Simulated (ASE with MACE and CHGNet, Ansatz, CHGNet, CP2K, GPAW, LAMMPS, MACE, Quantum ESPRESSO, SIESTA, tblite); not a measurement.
**Machine-learned potentials runs on amorphous 67HfO2-33GeO2 (mol %) (72 atoms)**

Aim: run amorphous 67HfO2-33GeO2 (mol %) (72 atoms) in machine-learned potentials and see how near its forces come to a plane-wave reference, and at what cost.

Main program and level: ASE with MACE and CHGNet; the method is named at each step.

**1. Set-up**

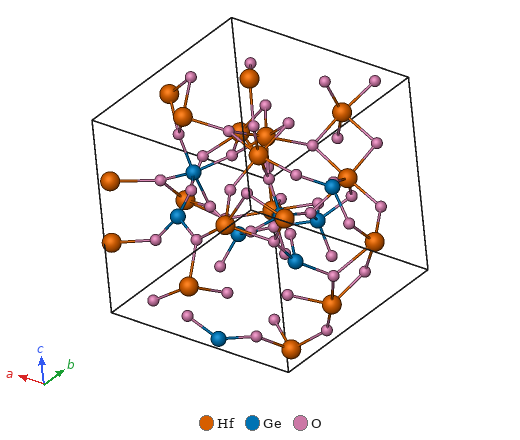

Start, viewed from a free direction; hafnium orange, germanium blue, oxygen pink. Some periodic images of atoms are drawn too.

The cell holds 72 atoms: 16 Hf, 8 Ge and 48 O. Cell: a = 9.973 Å, b = 9.973 Å, c = 9.973 Å, α = 90.0°, β = 90.0°, γ = 90.0°. 72 atoms (16 Zr, 8 Ge, 48 O) placed at random at 4.59 g/cm³, melted at 5000 K for 10 ps at fixed volume with the Morse and Coulomb pair potential with partial charges (Pedone, Malavasi, Menziani, Cormack and Segre, J. Phys. Chem. B 110, 11780 (2006)). Quenched from 5000 K to 300 K at 20 K/ps and fixed volume, held 10 ps at zero pressure, then minimised at fixed cell. Then Zr was replaced by Hf and the cell scaled by 1.008 (the potential has no terms for the new elements, so the cell is a start for a DFT relaxation).

The yardstick, on the same geometry:

```
method                                           : Kohn-Sham DFT, PBE, PAW, plane waves (Ansatz 0.2.0); cutoff 420 eV, Γ point, fermi-dirac smearing of 0.05 eV; PAW set soft_2
r.m.s. force component                           : 0.7386 eV/Å
longest force                                    : 3.019 eV/Å
pressure                                         : -4.67 GPa
gap (highest filled to lowest empty level) : 2.065 eV
SCF cycles                                       : 11
time                                             : 24 s on 4 threads of Arm Neoverse V1, shared host
CPU time                                         : 92 s
```

**2. MACE MP-0b2 small potential**

Method: machine-learned interatomic potential MACE MP-0b2 small, trained on PBE(+U) plane-wave data.

Input file run.py:

```python
import numpy as np
from ase.io import read
import mlip  # loads the published weights by name

atoms = read("structure.xyz")
atoms.calc = mlip.calc("mace-mp-0b2-small")
energy = atoms.get_potential_energy()
forces = atoms.get_forces()
print(f"energy {energy:.6f} eV")
print("forces (eV/A)")
for i, (a, f) in enumerate(zip(atoms, forces)):
    print(f"{i:4d} {a.symbol:2s} {f[0]:10.5f} {f[1]:10.5f} {f[2]:10.5f}")
stress = -atoms.get_stress(voigt=False) * 160.21766
print("stress (GPa, compression positive)")
for row in stress:
    print(" ".join(f"{x:10.4f}" for x in row))
```

Input file structure.xyz:

```xyz
72
Lattice="9.97254 0.00000 0.00000 0.00000 9.97254 0.00000 0.00000 0.00000 9.97254" Properties=species:S:1:pos:R:3 pbc="T T T"
Hf 9.25053 9.94182 7.04939
Hf 2.34953 7.99838 8.47985
Hf 2.05863 7.58990 5.37560
Hf 1.79546 2.06541 6.73127
Hf 7.62201 9.47511 0.55318
Hf 5.32095 0.37128 7.07921
Hf 9.59009 0.04657 3.71946
Hf 1.59940 5.16219 0.26916
Hf 7.12219 7.60207 4.98358
Hf 5.51013 6.37604 7.10065
Hf 8.46569 6.45084 1.56330
Hf 4.63025 3.67698 9.04948
Hf 8.33076 3.44581 0.03052
Hf 9.40730 5.42097 7.43263
Hf 1.56748 8.40167 1.79665
Hf 0.83929 1.29464 0.24313
Ge 4.28241 2.48895 4.50649
Ge 4.31851 0.49743 0.13353
Ge 1.38319 4.54299 5.01669
Ge 7.00292 3.01450 6.58557
Ge 8.59035 3.48790 3.55691
Ge 4.85234 6.75231 0.64403
Ge 4.57550 9.38735 3.18513
Ge 4.43818 5.58851 3.77740
O 6.61459 7.46235 0.75093
O 8.81373 5.54573 9.60844
O 2.90610 1.41839 0.20793
O 3.61066 8.39847 4.25030
O 8.28788 9.00939 8.64569
O 5.45867 6.22596 5.01379
O 4.17610 9.13794 8.89331
O 5.91761 8.43697 6.57519
O 0.52815 1.25873 8.15684
O 0.64373 6.49103 1.55582
O 5.78238 0.25500 0.99646
O 8.51575 1.76843 3.28176
O 7.40581 1.22094 7.00551
O 4.68650 6.39649 2.30555
O 2.74394 5.66819 4.38732
O 3.42287 4.36588 0.62568
O 8.64589 1.34988 0.32530
O 1.16958 6.17450 8.47925
O 3.42966 7.04799 6.93600
O 3.59849 9.14861 1.71627
O 1.23620 9.12647 9.84369
O 5.43962 2.10530 5.77849
O 6.32827 3.68525 0.19706
O 4.28839 1.05888 3.60088
O 3.30251 0.61929 6.60511
O 6.16373 8.87347 3.58972
O 0.28631 3.98313 3.81619
O 8.33555 4.28430 1.99969
O 0.49464 3.39645 0.21850
O 0.95607 0.49583 2.16843
O 0.39402 1.02139 5.47383
O 5.71307 4.21350 7.22959
[... 12 atom lines left out ...]
O 7.75245 3.59470 5.10375
O 8.19055 3.64177 7.85966
O 5.11073 1.58055 8.77643
O 2.68511 3.08102 5.06116
```

Started as:

```bash
OMP_NUM_THREADS=1 python run.py > output.txt
```

Log:

```text
energy -629.844439 eV
forces (eV/A)
   0 Hf   -0.19244    0.06887    0.55459
   1 Hf    0.03833    0.25857    0.05764
   2 Hf    0.52322    0.76644   -0.53698
   3 Hf    1.26268   -0.35126    0.85201
   4 Hf    0.20577    0.17888   -1.15433
   5 Hf   -2.06350    0.41759    0.28985
   6 Hf    0.19911    1.60122    0.53209
   7 Hf    0.58199   -0.10629   -0.63843
   8 Hf    0.85697    0.71829   -2.03913
   9 Hf   -0.43979    0.00049    0.34204
  10 Hf   -0.06848    0.38069    1.26683
  11 Hf   -0.65411   -0.23821    0.43787
  12 Hf   -1.99205    0.18984   -0.32699
  13 Hf    0.05258   -0.44633   -0.09706
  14 Hf    0.28175    0.65825   -0.34953
  15 Hf    0.93179   -0.22358    0.07347
  16 Ge   -0.51644   -0.02623    0.67271
  17 Ge   -0.28628   -1.02645   -0.92083
  18 Ge   -0.18877    0.01498    0.68240
  19 Ge    0.04698   -0.40954    0.07646
  20 Ge    0.40405   -0.89182    0.79222
  21 Ge   -0.03366    0.82088   -0.17021
  22 Ge   -0.04221   -0.75281    0.57279
  23 Ge   -0.75369   -0.48569    0.43238
[...]
64 O    -0.06816    0.48460   -0.56628
  65 O    -0.00532   -0.31532    0.02339
  66 O     0.53417   -0.85064   -1.73431
  67 O     1.18767   -0.11339   -1.31146
  68 O    -0.24829    0.95129    0.11350
  69 O     1.12052    0.76486    0.34577
  70 O     0.43879    0.20166   -0.71670
  71 O    -0.78024   -0.49749    0.19065
stress (GPa, compression positive)
   -8.7942     1.3193     0.7407
    1.3193    -5.4239    -0.6251
    0.7407    -0.6251    -3.6281
```

The job ended after 8.5 s (1 thread of Arm Neoverse V1, shared host; peak memory 0.66 GiB).

Banners, paths, timers and routine set-up lines are dropped from the logs unmarked, and long logs keep their key lines alone; longer cuts are marked.

Compared with the plane-wave run:

```yaml
r_m_s_force_component: 0.6511 eV/Å
r_m_s_difference_of_force_components: 169.2 meV/Å
longest_difference_of_force_vectors: 835.6 meV/Å
force_difference_over_r_m_s_force: 22.91 %
slope_of_forces_against_the_reference_s: 0.8622
correlation_of_force_components: 0.9782
pressure: -5.949 GPa
pressure_difference: -1.278 GPa
```

Length of the force difference by element (eV/Å):

| element | atoms | mean | most |
| --- | --- | --- | --- |
| Ge | 8 | 0.24 | 0.33 |
| Hf | 16 | 0.44 | 0.84 |
| O | 48 | 0.18 | 0.4 |

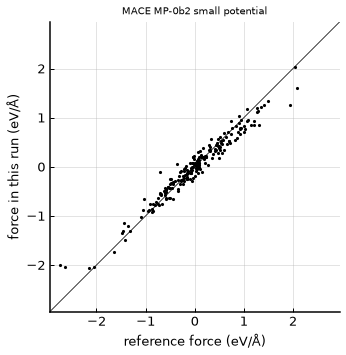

Force components against those of the reference; the line marks equality.

Local excerpt of 14 atoms (numbers count through the whole input) about O30, picked at random; x, y, z are measured from there.

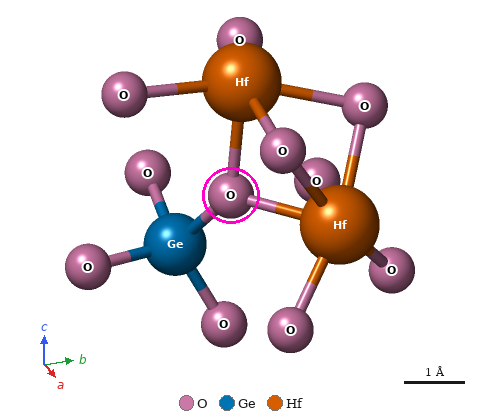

The atoms of the table, within 3.1 Å (arrows a, b, c point along x, y, z); some may hide others; the central atom is ringed.

| atom | x | y | z | distance (Å) | bonds | Fx | Fy | Fz (eV/Å) |
| --- | --- | --- | --- | --- | --- | --- | --- | --- |
| O30 | 0.00 | 0.00 | 0.00 | 0.00 | 3 | 0.60 | 0.44 | 1.17 |
| Ge24 | -1.02 | -0.64 | -1.24 | 1.73 | 4 | -0.75 | -0.49 | 0.43 |
| Hf10 | 0.05 | 0.15 | 2.09 | 2.09 | 6 | -0.44 | 0.00 | 0.34 |
| Hf9 | 1.66 | 1.38 | -0.03 | 2.16 | 6 | 0.86 | 0.72 | -2.04 |
| O68 | -0.66 | -2.31 | -1.29 | 2.73 | 2 | 1.19 | -0.11 | -1.31 |
| O32 | 0.46 | 2.21 | 1.56 | 2.75 | 3 | -0.22 | -0.24 | 0.31 |
| O64 | 2.20 | 0.16 | 1.71 | 2.79 | 3 | -0.01 | -0.13 | 0.03 |
| O38 | -0.77 | 0.17 | -2.71 | 2.82 | 2 | 0.22 | 0.17 | 0.37 |
| O39 | -2.71 | -0.56 | -0.63 | 2.84 | 3 | -0.56 | 0.95 | 0.08 |
| O43 | -2.03 | 0.82 | 1.92 | 2.91 | 3 | 0.24 | 0.32 | 0.07 |
| O65 | 2.52 | 0.23 | -1.47 | 2.92 | 2 | -0.07 | 0.48 | -0.57 |
| O28 | -1.85 | 2.17 | -0.76 | 2.95 | 2 | -1.49 | -1.30 | 1.21 |
| O56 | 0.25 | -2.01 | 2.22 | 3.00 | 3 | -0.24 | 0.89 | 0.09 |
| O50 | 0.71 | 2.65 | -1.42 | 3.09 | 2 | 1.33 | -0.53 | 0.41 |

Atoms are counted from 1 here, from 0 in the log.

Forces lie 23 % from the reference's, at 0.083 times its CPU time (on 1 against 4 cores).

**3. CHGNet 0.3.0 potential**

Method: machine-learned interatomic potential CHGNet 0.3.0, trained on PBE(+U) plane-wave data.

run.py, as its differences from that of step 2:

```diff
@@ -5,3 +5,3 @@
 atoms = read("structure.xyz")
-atoms.calc = mlip.calc("mace-mp-0b2-small")
+atoms.calc = mlip.calc("chgnet-0.3.0")
 energy = atoms.get_potential_energy()
```

structure.xyz is that of step 2.

Log:

```text
CHGNet v0.3.0 initialized with 412,525 parameters
CHGNet will run on cpu
energy -663.667603 eV
forces (eV/A)
   0 Hf   -0.05171    0.04935    0.60453
   1 Hf    0.18918    0.45912    0.06138
   2 Hf    0.60236    0.84370   -0.48735
   3 Hf    1.42660   -0.62399    0.89139
   4 Hf    0.11907    0.11038   -1.21321
   5 Hf   -1.90616    0.21756    0.54926
   6 Hf    0.18329    1.75730    0.67503
   7 Hf    0.85357   -0.24842   -0.40786
   8 Hf    0.68491    0.59398   -2.12234
   9 Hf   -0.50330   -0.00119    0.15904
  10 Hf   -0.26708    0.17381    1.28513
  11 Hf   -0.33816   -0.43651    0.47421
  12 Hf   -2.26461    0.33084   -0.22283
  13 Hf   -0.27673   -0.47280    0.04125
  14 Hf    0.70707    0.75707   -0.51574
  15 Hf    0.89639   -0.25566   -0.19765
  16 Ge   -0.41017   -0.06720    0.59069
  17 Ge   -0.00493   -1.16906   -0.96803
  18 Ge   -0.07816   -0.44250    0.26142
  19 Ge   -0.00899   -0.39608    0.02596
  20 Ge    0.41857   -0.79464    0.83957
  21 Ge   -0.20115    1.19465   -0.05963
  22 Ge   -0.18680   -0.65454    0.43267
  23 Ge   -0.74142   -0.53531    0.49843
[...]
64 O    -0.07237    0.80646   -0.65515
  65 O     0.00809   -0.36041   -0.05751
  66 O     0.59400   -1.07823   -1.53984
  67 O     1.10793   -0.14129   -1.28361
  68 O    -0.26783    0.94139    0.09618
  69 O     1.19008    0.73861    0.42359
  70 O     0.37028    0.40888   -0.75469
  71 O    -0.86569   -0.32857    0.23727
stress (GPa, compression positive)
   -8.8941     1.2335     0.7005
    1.2335    -5.6691    -0.4493
    0.7005    -0.4493    -4.1366
```

Elapsed: 4.2 s, on 1 thread; peak memory 1 GiB.

Numbers from this run, and their distance from the reference:

```
r.m.s. force component                  : 0.686 eV/Å
r.m.s. difference of force components   : 174.4 meV/Å
longest difference of force vectors     : 760.6 meV/Å
force difference over r.m.s. force      : 23.61 %
slope of forces against the reference's : 0.9035
correlation of force components         : 0.9727
pressure                                : -6.233 GPa
pressure difference                     : -1.563 GPa
```

Against the first run (23 %), the force difference from the reference is 24 %, at 0.54 times the CPU time.

**4. MACE MP-0b3 medium potential**

Method: machine-learned interatomic potential MACE MP-0b3 medium, trained on PBE(+U) plane-wave data.

run.py, as its differences from that of step 3:

```diff
@@ -5,3 +5,3 @@
 atoms = read("structure.xyz")
-atoms.calc = mlip.calc("chgnet-0.3.0")
+atoms.calc = mlip.calc("mace-mp-0b3-medium")
 energy = atoms.get_potential_energy()
```

structure.xyz is that of step 3.

Log:

```text
energy -629.784442 eV
forces (eV/A)
   0 Hf   -0.41133    0.02865    0.67241
   1 Hf    0.20692    0.29648    0.30723
   2 Hf    0.64732    0.89967   -0.63910
   3 Hf    1.49407   -0.38978    1.06161
   4 Hf    0.09233    0.21640   -1.22499
   5 Hf   -2.08317    0.59110    0.51735
   6 Hf    0.07551    1.81147    0.51409
   7 Hf    0.84822   -0.28091   -0.56976
   8 Hf    0.93133    0.74444   -2.25061
   9 Hf   -0.33855   -0.17145    0.31239
  10 Hf   -0.10453    0.12694    1.32024
  11 Hf   -0.58958   -0.39326    0.39274
  12 Hf   -2.20138    0.31090   -0.36546
  13 Hf   -0.22555   -0.50866    0.23032
  14 Hf    0.37154    0.72784   -0.53096
  15 Hf    1.15617   -0.25148    0.09139
  16 Ge   -0.41196    0.07067    0.61652
  17 Ge   -0.18654   -1.15458   -0.71205
  18 Ge    0.03235   -0.25524    0.35417
  19 Ge   -0.03511   -0.25130    0.19224
  20 Ge    0.40310   -0.96481    0.68261
  21 Ge   -0.07282    0.84555   -0.11239
  22 Ge   -0.16200   -0.77877    0.30881
  23 Ge   -0.62538   -0.75456    0.30580
[...]
64 O    -0.10374    0.57302   -0.50457
  65 O    -0.01960   -0.33020   -0.02081
  66 O     0.43936   -0.88465   -1.60379
  67 O     1.09903   -0.02133   -1.26001
  68 O    -0.16323    1.01777    0.12721
  69 O     1.06688    0.82573    0.31027
  70 O     0.34607    0.17459   -0.68084
  71 O    -0.86714   -0.38524    0.15778
stress (GPa, compression positive)
   -8.9775     1.1842     0.7582
    1.1842    -5.7334    -0.4899
    0.7582    -0.4899    -3.7225
```

Wall time 8.8 s (1 thread); peak memory 0.97 GiB.

Against the reference:

| Property | Result |
| --- | --- |
| r.m.s. force component | 0.6626 eV/Å |
| r.m.s. difference of force components | 138.8 meV/Å |
| longest difference of force vectors | 641.6 meV/Å |
| force difference over r.m.s. force | 18.79 % |
| slope of forces against the reference's | 0.8847 |
| correlation of force components | 0.9862 |
| pressure | -6.144 GPa |
| pressure difference | -1.474 GPa |

Against the first run (23 %), the force difference from the reference is 19 %, at 1.1 times the CPU time.

**5. The ladder**

Differences are against the plane-wave reference, forces as r.m.s. over components; share is that over the reference's r.m.s. force, slope the least-squares factor from reference forces to these. Total energies of different programs have different zeros and aren't compared.

| run | Δ force, r.m.s. (meV/Å) | share (%) | slope | Δ pressure (GPa) | cores | CPU time | memory (GiB) |
| --- | --- | --- | --- | --- | --- | --- | --- |
| reference | - | - | - | - | 4 | 92 s | 1.6 |
| MACE MP-0b2 small potential | 169 | 22.9 | 0.862 | -1.28 | 1 | 7.7 s | 0.66 |
| CHGNet 0.3.0 potential | 174 | 23.6 | 0.903 | -1.56 | 1 | 4.1 s | 1.0 |
| MACE MP-0b3 medium potential | 139 | 18.8 | 0.885 | -1.47 | 1 | 8.6 s | 0.97 |

Times of the machine-learned potentials are mostly Python's start and the loading of weights.

CPU time is summed over cores on a shared host, where runs went side by side, so it is rough. Symmetry, cutoffs, thresholds, outputs and thread counts weren't matched or tuned between programs; memory under MPI is the largest rank's times the ranks.

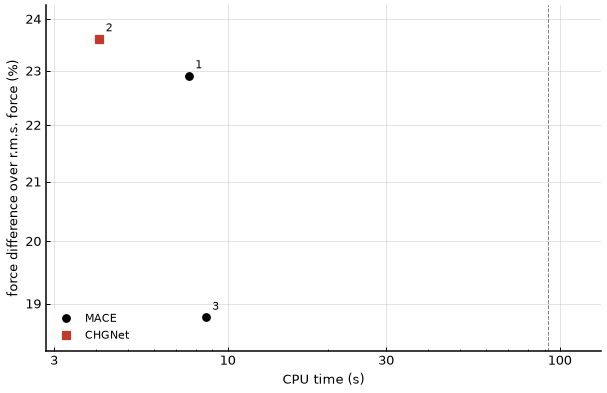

Force difference against CPU time; the dashed line marks the reference's time. Points: 1 MACE MP-0b2 small potential; 2 CHGNet 0.3.0 potential; 3 MACE MP-0b3 medium potential.

**6. Outcome**

```
nearest in forces : MACE MP-0b3 medium potential, 19 %
its CPU time      : 8.6 s
```

**Reading.** Machine-learned potentials differ by 19 % (MACE MP-0b3 medium potential) to 24 % (CHGNet 0.3.0 potential); they were trained on other programs' data. Machine-learned potentials mimic data converged in k, so the reference's own k-point error enters their differences. The quench rate of 20 K/ps is many orders above laboratory rates, so the cell is likely richer in defects and strain than a real sample. The network of bonds at the start is that of the classical potential that made the cell, and needn't be the one that DFT or experiment would give. The reference's stress is far from hydrostatic: its diagonal is -7.9, -4.1, -1.9 GPa, compression counted positive. The reference's pressure of -4.7 GPa belongs to a cell and atoms that aren't relaxed at this level. The electronic-structure runs sample only Γ, in a cell whose shortest periodic width is 10 Å. Spin–orbit coupling is left out, which matters for the levels of the heavy elements.

[Also dropped from logs without a mark: logging warnings of Python, and SIESTA's first energy breakdown and zero terms.]

[Logs are printed without paths, hosts, clocks, repeated set-up lines and the standing remarks that a program may print on its own settings, such as how far it seeks lower states.]

[Hosts, paths, dates, database ids (printed as entryN), source tags and the programs' standing remarks are cut or masked in the printed files.]
